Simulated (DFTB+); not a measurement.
**Geometry relaxation of Si2H3F3 (part 2 of 2)**

Continued. System: Si2H3F3. Method: GFN2-xTB, R-SCC, dispersion built in (DFTB+ 25.1). The geometry comes from this level: PBE0-D4/def2-TZVP.

Geometry of the input (Å):
```
F  -1.7525  -0.0431  1.4763
Si -0.2543  0.3928  1.1153
Si 0.2915  -0.3423  -1.0544
F  0.1538  -1.9251  -1.1403
F  -0.7250  0.2801  -2.1085
H  -0.1601  1.8729  1.1924
H  0.6680  -0.2148  2.1080
H  1.6636  0.0139  -1.4885
```

Output, continued:
```
 iSCC Total electronic   Diff electronic      SCC error
    1   -0.19447033E+02    0.00000000E+00    0.12375596E-01
    2   -0.19447033E+02   -0.34274695E-04    0.10407650E-01
    3   -0.19447033E+02    0.57244744E-06    0.60482888E-02
    4   -0.19447041E+02   -0.47989637E-06    0.14824677E-02
    5   -0.19447041E+02   -0.72480922E-05    0.26408649E-03
    6   -0.19447041E+02   -0.27826526E-06    0.21867318E-03
    7   -0.19447042E+02   -0.11210451E-06    0.80001677E-04
    8   -0.19447042E+02   -0.62409637E-06    0.30201617E-04
    9   -0.19447042E+02   -0.20966237E-06    0.59221828E-05

Total Energy:                      -19.3768872502 H         -527.2719 eV
Extrapolated to 0K:                -19.3768872502 H         -527.2719 eV
Total Mermin free energy:          -19.3768872502 H         -527.2719 eV
Force related energy:              -19.3768872502 H         -527.2719 eV

Maximal force component:             0.288293E-02
Averaged force norm:                 0.161432E-02

--------------------------------------------------------------------------------

***  Geometry step: 11

 iSCC Total electronic   Diff electronic      SCC error
    1   -0.19446490E+02    0.00000000E+00    0.10308671E-01
    2   -0.19446494E+02    0.55168361E-03    0.70145820E-02
    3   -0.19446503E+02   -0.42292605E-05    0.33550773E-02
    4   -0.19446504E+02   -0.88193312E-05    0.87978361E-03
    5   -0.19446506E+02   -0.13313027E-05    0.30224791E-03
    6   -0.19446505E+02   -0.10321436E-05    0.18854792E-03
    7   -0.19446505E+02    0.58846201E-07    0.32330292E-04
    8   -0.19446505E+02    0.20161358E-06    0.16644057E-04
    9   -0.19446505E+02   -0.72374874E-07    0.79974376E-05

Total Energy:                      -19.3769090353 H         -527.2725 eV
Extrapolated to 0K:                -19.3769090353 H         -527.2725 eV
Total Mermin free energy:          -19.3769090353 H         -527.2725 eV
Force related energy:              -19.3769090353 H         -527.2725 eV

Maximal force component:             0.119605E-02
Averaged force norm:                 0.764565E-03

--------------------------------------------------------------------------------

***  Geometry step: 12

 iSCC Total electronic   Diff electronic      SCC error
    1   -0.19446695E+02    0.00000000E+00    0.14852216E-01
    2   -0.19446701E+02   -0.18950183E-03    0.12642059E-01
    3   -0.19446711E+02   -0.59696477E-05    0.56233829E-02
    4   -0.19446712E+02   -0.10225638E-04    0.10955384E-02
    5   -0.19446713E+02   -0.98580581E-06    0.48389301E-03
    6   -0.19446713E+02   -0.69718120E-06    0.22134360E-03
    7   -0.19446713E+02   -0.70608370E-06    0.97624425E-04
    8   -0.19446713E+02    0.15123156E-06    0.39506114E-04
    9   -0.19446713E+02    0.23498187E-06    0.15483965E-04
   10   -0.19446713E+02   -0.77013084E-07    0.12201666E-05

Total Energy:                      -19.3769132710 H         -527.2726 eV
Extrapolated to 0K:                -19.3769132710 H         -527.2726 eV
Total Mermin free energy:          -19.3769132710 H         -527.2726 eV
Force related energy:              -19.3769132710 H         -527.2726 eV

Maximal force component:             0.155787E-02
Averaged force norm:                 0.967534E-03

--------------------------------------------------------------------------------

***  Geometry step: 13

 iSCC Total electronic   Diff electronic      SCC error
    1   -0.19446456E+02    0.00000000E+00    0.71798870E-02
    2   -0.19446457E+02    0.25761630E-03    0.58086181E-02
    3   -0.19446466E+02   -0.17733009E-05    0.23142677E-02
    4   -0.19446469E+02   -0.85008943E-05    0.51609569E-03
    5   -0.19446469E+02   -0.33768537E-05    0.23455817E-03
    6   -0.19446469E+02    0.36624688E-06    0.14999687E-03
    7   -0.19446469E+02    0.10606359E-06    0.57086687E-04
    8   -0.19446469E+02   -0.31967836E-07    0.27158783E-04
    9   -0.19446469E+02   -0.62012298E-07    0.80893861E-05

Total Energy:                      -19.3769276550 H         -527.2730 eV
Extrapolated to 0K:                -19.3769276550 H         -527.2730 eV
Total Mermin free energy:          -19.3769276550 H         -527.2730 eV
Force related energy:              -19.3769276550 H         -527.2730 eV

Maximal force component:             0.551352E-03
Averaged force norm:                 0.340952E-03

Geometry converged

--------------------------------------------------------------------------------
--------------------------------------------------------------------------------
Pre-SCC initialisation                 +       0.01 (  8.5%)       0.02 (  3.9%)
SCC                                    +       0.12 ( 75.0%)       0.34 ( 88.5%)
Post-SCC processing                    +       0.03 ( 15.9%)       0.03 (  7.3%)
--------------------------------------------------------------------------------
Missing                                +       0.00 (  0.6%)       0.00 (  0.3%)
Total                                  =       0.16 (100.0%)       0.38 (100.0%)
--------------------------------------------------------------------------------
```

File detailed.out:
```
Fermi distribution function

Geometry optimization step: 13

********************************************************************************
 iSCC Total electronic   Diff electronic      SCC error
    9   -0.19446469E+02   -0.62012298E-07    0.80893861E-05
********************************************************************************

Coordinates of moved atoms (au):
    1     -3.22631049     -0.01383882      2.86673476
    2     -0.39402780      0.76275085      2.07583113
    3      0.60279724     -0.59049078     -1.91013169
    4      0.27878060     -3.57793284     -2.26696159
    5     -1.31510642      0.42094044     -4.02308042
    6     -0.40624223      3.50981237      2.31772562
    7      1.14896331     -0.41091404      4.03740378
    8      3.09382731     -0.03532061     -2.90798206

 Total charge:    -0.00000000

 Atomic gross charges (e)
 Atom           Charge
    1      -0.26430556
    2       0.48182635
    3       0.54971611
    4      -0.26388149
    5      -0.26424751
    6      -0.08392957
    7      -0.08394667
    8      -0.07123166

Nr. of electrons (up):     32.00000000
Atom populations (up)
 Atom       Population
    1       7.26430556
    2       3.51817365
    3       3.45028389
    4       7.26388149
    5       7.26424751
    6       1.08392957
    7       1.08394667
    8       1.07123166

l-shell populations (up)
 Atom Sh.   l       Population
    1   1   0       1.75903129
    1   2   1       5.50527427
    2   1   0       1.34776471
    2   2   1       1.78913743
    2   3   2       0.38127151
    3   1   0       1.28582192
    3   2   1       1.63902776
    3   3   2       0.52543422
    4   1   0       1.75239655
    4   2   1       5.51148494
    5   1   0       1.75260826
    5   2   1       5.51163925
    6   1   0       1.08392957
    7   1   0       1.08394667
    8   1   0       1.07123166

Orbital populations (up)
 Atom Sh.   l   m       Population  Label
    1   1   0   0       1.75903129  s
    1   2   1  -1       1.88430701  p_y
    1   2   1   0       1.88164629  p_z
    1   2   1   1       1.73932097  p_x
    2   1   0   0       1.34776471  s
    2   2   1  -1       0.65302092  p_y
    2   2   1   0       0.71520387  p_z
    2   2   1   1       0.42091264  p_x
    2   3   2  -2       0.05547305  d_xy
    2   3   2  -1       0.11647172  d_yz
    2   3   2   0       0.01804372  d_z2
    2   3   2   1       0.11628345  d_xz
    2   3   2   2       0.07499955  d_x2-y2
    3   1   0   0       1.28582192  s
    3   2   1  -1       0.40407143  p_y
    3   2   1   0       0.66167017  p_z
    3   2   1   1       0.57328616  p_x
    3   3   2  -2       0.11585277  d_xy
    3   3   2  -1       0.05705539  d_yz
    3   3   2   0       0.11204168  d_z2
    3   3   2   1       0.13464050  d_xz
    3   3   2   2       0.10584388  d_x2-y2
    4   1   0   0       1.75239655  s
    4   2   1  -1       1.72431877  p_y
    4   2   1   0       1.89419131  p_z
    4   2   1   1       1.89297486  p_x
    5   1   0   0       1.75260826  s
    5   2   1  -1       1.88749642  p_y
    5   2   1   0       1.79993979  p_z
    5   2   1   1       1.82420304  p_x
    6   1   0   0       1.08392957  s
    7   1   0   0       1.08394667  s
    8   1   0   0       1.07123166  s

Fermi level:                        -0.3207208474 H           -8.7273 eV
Band energy:                       -18.9049045287 H         -514.4286 eV
TS:                                  0.0000000000 H            0.0000 eV
Band free energy (E-TS):           -18.9049045287 H         -514.4286 eV
Extrapolated E(0K):                -18.9049045287 H         -514.4286 eV
Input / Output electrons (q):     32.0000000000     32.0000000000

Energy H0:                         -19.5011974808 H         -530.6546 eV
Energy SCC:                          0.0547286205 H            1.4892 eV
Total Electronic energy:           -19.4464688603 H         -529.1653 eV
Repulsive energy:                    0.0740023200 H            2.0137 eV
Total energy:                      -19.3769276550 H         -527.2730 eV
Extrapolated to 0:                 -19.3769276550 H         -527.2730 eV
Total Mermin free energy:          -19.3769276550 H         -527.2730 eV
Force related energy:              -19.3769276550 H         -527.2730 eV

Non-constrained calculation

SCC converged

Full geometry written in geo_end.{xyz|gen}

Total Forces
    1      0.000000813156     -0.000048793613     -0.000112522960
    2     -0.000135533075      0.000133608958      0.000511669112
    3      0.000161078453      0.000209151263     -0.000551351530
    4     -0.000025987500     -0.000237912731      0.000127118435
    5      0.000074041457      0.000037723594      0.000236043228
    6     -0.000048380495      0.000003747295      0.000047104418
    7     -0.000066079921      0.000015468842      0.000029602696
    8      0.000040047926     -0.000112993610     -0.000287663398

Maximal derivative component:        0.551352E-03 au
Max force for moved atoms::          0.551352E-03 au

Dipole moment:    1.00310039    0.61820549    0.50387574 au
Dipole moment:    2.54962709    1.57132176    1.28072448 Debye

Geometry converged
```

Trajectory as extended XYZ (Å, eV, eV/Å), 14 frames, from step=0 to step=13:
```
8
Properties=species:S:1:pos:R:3 step=0 energy=-527.14660
F    -1.7525   -0.0431    1.4763
Si   -0.2543    0.3928    1.1153
Si    0.2915   -0.3423   -1.0544
F     0.1538   -1.9251   -1.1403
F    -0.7250    0.2801   -2.1085
H    -0.1601    1.8729    1.1924
H     0.6680   -0.2148    2.1080
H     1.6636    0.0139   -1.4885
8
Properties=species:S:1:pos:R:3 step=1 energy=-527.07823
F    -1.7518   -0.0437    1.4742
Si   -0.2640    0.3923    1.1229
Si    0.2849   -0.3509   -1.0680
F     0.1545   -1.9228   -1.1371
F    -0.7240    0.2815   -2.1049
H    -0.1578    1.8780    1.1913
H     0.6730   -0.2166    2.1099
H     1.6702    0.0167   -1.4881
8
Properties=species:S:1:pos:R:3 step=2 energy=-527.18856
F    -1.7579   -0.0440    1.4791
Si   -0.2413    0.3944    1.1071
Si    0.3015   -0.3314   -1.0388
F     0.1528   -1.9324   -1.1432
F    -0.7293    0.2811   -2.1150
H    -0.1619    1.8685    1.1933
H     0.6638   -0.2131    2.1062
H     1.6573    0.0114   -1.4885
8
Properties=species:S:1:pos:R:3 step=3 energy=-527.18860
F    -1.6892   -0.0158    1.4814
Si   -0.2280    0.3823    1.0673
Si    0.2922   -0.3096   -0.9805
F     0.1554   -1.8724   -1.1692
F    -0.6853    0.2371   -2.0954
H    -0.1852    1.8239    1.2040
H     0.6170   -0.1984    2.0910
H     1.6082   -0.0125   -1.4984
8
Properties=species:S:1:pos:R:3 step=4 energy=-527.23927
F    -1.7100   -0.0244    1.4804
Si   -0.2309    0.3849    1.0759
Si    0.2963   -0.3135   -0.9930
F     0.1545   -1.8924   -1.1612
F    -0.6998    0.2513   -2.1024
H    -0.1779    1.8364    1.2007
H     0.6309   -0.2023    2.0948
H     1.6219   -0.0055   -1.4949
8
Properties=species:S:1:pos:R:3 step=5 energy=-527.25418
F    -1.7242   -0.0290    1.4828
Si   -0.2253    0.3910    1.0849
Si    0.3017   -0.3160   -1.0037
F     0.1535   -1.9010   -1.1596
F    -0.7059    0.2558   -2.1066
H    -0.1766    1.8415    1.1999
H     0.6350   -0.2045    2.0972
H     1.6269   -0.0033   -1.4945
8
Properties=species:S:1:pos:R:3 step=6 energy=-527.22641
F    -1.7040   -0.0221    1.4804
Si   -0.2285    0.3842    1.0722
Si    0.2944   -0.3125   -0.9890
F     0.1550   -1.8843   -1.1631
F    -0.6941    0.2465   -2.0986
H    -0.1796    1.8306    1.2012
H     0.6259   -0.2001    2.0919
H     1.6159   -0.0079   -1.4948
8
Properties=species:S:1:pos:R:3 step=7 energy=-527.23551
F    -1.7047   -0.0217    1.4819
Si   -0.2281    0.3862    1.0764
Si    0.2970   -0.3126   -0.9917
F     0.1543   -1.8868   -1.1648
F    -0.6957    0.2461   -2.1013
H    -0.1815    1.8332    1.2023
H     0.6257   -0.2019    2.0948
H     1.6180   -0.0081   -1.4972
8
Properties=species:S:1:pos:R:3 step=8 energy=-527.26558
F    -1.7141   -0.0147    1.5062
Si   -0.2128    0.4011    1.0966
Si    0.3059   -0.3160   -1.0078
F     0.1526   -1.8883   -1.1895
F    -0.6914    0.2297   -2.1194
H    -0.2002    1.8497    1.2151
H     0.6178   -0.2125    2.1195
H     1.6272   -0.0146   -1.5203
8
Properties=species:S:1:pos:R:3 step=9 energy=-527.27174
F    -1.7101   -0.0099    1.5137
Si   -0.2111    0.4030    1.0994
Si    0.3123   -0.3116   -1.0033
F     0.1511   -1.8933   -1.2000
F    -0.6929    0.2245   -2.1298
H    -0.2087    1.8565    1.2208
H     0.6138   -0.2170    2.1303
H     1.6306   -0.0178   -1.5308
8
Properties=species:S:1:pos:R:3 step=10 energy=-527.27196
F    -1.7086   -0.0096    1.5129
Si   -0.2136    0.4036    1.1031
Si    0.3134   -0.3131   -1.0079
F     0.1503   -1.8940   -1.1995
F    -0.6941    0.2247   -2.1297
H    -0.2094    1.8584    1.2211
H     0.6143   -0.2182    2.1318
H     1.6327   -0.0173   -1.5317
8
Properties=species:S:1:pos:R:3 step=11 energy=-527.27256
F    -1.7091   -0.0087    1.5155
Si   -0.2114    0.4045    1.1032
Si    0.3153   -0.3129   -1.0090
F     0.1497   -1.8942   -1.2014
F    -0.6941    0.2232   -2.1311
H    -0.2116    1.8593    1.2229
H     0.6127   -0.2187    2.1343
H     1.6336   -0.0180   -1.5340
8
Properties=species:S:1:pos:R:3 step=12 energy=-527.27267
F    -1.7084   -0.0079    1.5168
Si   -0.2086    0.4031    1.0974
Si    0.3164   -0.3120   -1.0083
F     0.1487   -1.8930   -1.2002
F    -0.6944    0.2228   -2.1291
H    -0.2130    1.8567    1.2249
H     0.6096   -0.2170    2.1345
H     1.6347   -0.0183   -1.5357
8
Properties=species:S:1:pos:R:3 step=13 energy=-527.27306
F    -1.7073   -0.0073    1.5170
Si   -0.2085    0.4036    1.0985
Si    0.3190   -0.3125   -1.0108
F     0.1475   -1.8934   -1.1996
F    -0.6959    0.2228   -2.1289
H    -0.2150    1.8573    1.2265
H     0.6080   -0.2175    2.1365
H     1.6372   -0.0187   -1.5388
```

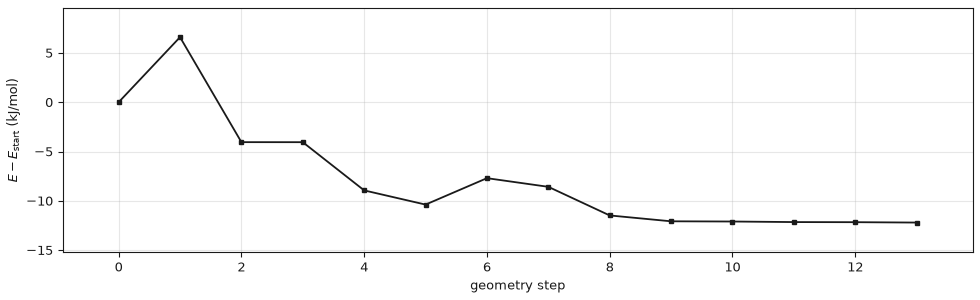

*Progress of the relaxation, step by step (steps are counted from 0).*

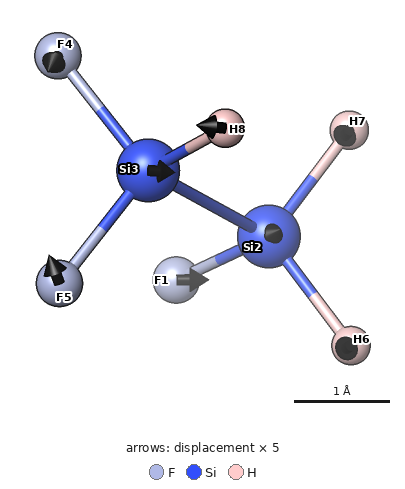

*The starting structure with the displacements as black arrows, magnified 5 times (ball-and-stick view, seen at a tilt). The two geometries are laid on each other by the best rigid fit.*

After 13 geometry steps the energy has fallen by 12.2 kJ/mol. F1 moves most after the best rigid fit: 0.070 Å. Largest moves by element: F 0.070 Å, H 0.067 Å, Si 0.060 Å. Among the contacts that change: Si2–Si3 2.355 → 2.289 Å, Si3–H8 1.483 → 1.450 Å, Si2–H6 1.485 → 1.459 Å, Si3–F4 1.591 → 1.601 Å. Among the angles that change: F4–Si3–F5 107.3° → 100.4°, F1–Si2–H6 108.6° → 103.1°, Si2–Si3–H8 114.2° → 118.8°. (Atoms are counted from 1 in the order of the input.)

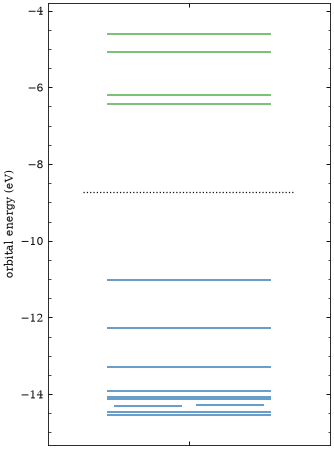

*Orbital energies near the frontier; the dotted line parts filled from empty levels, and levels within 0.02 eV of each other stand side by side.*

Highest filled −11.02 eV, lowest empty −6.43 eV, 4.59 eV apart.

Results in brief:

- outcome: converged
- Mermin free energy: −19.376928 hartree
- basis functions: 33
- largest force: 0.031 eV/Å
- HOMO: −11.02 eV
- LUMO: −6.43 eV
- dipole moment: 3.26 D
- peak memory: 0.071 GiB

Remarks:

Settings chosen away from the usual ones: optimiser.
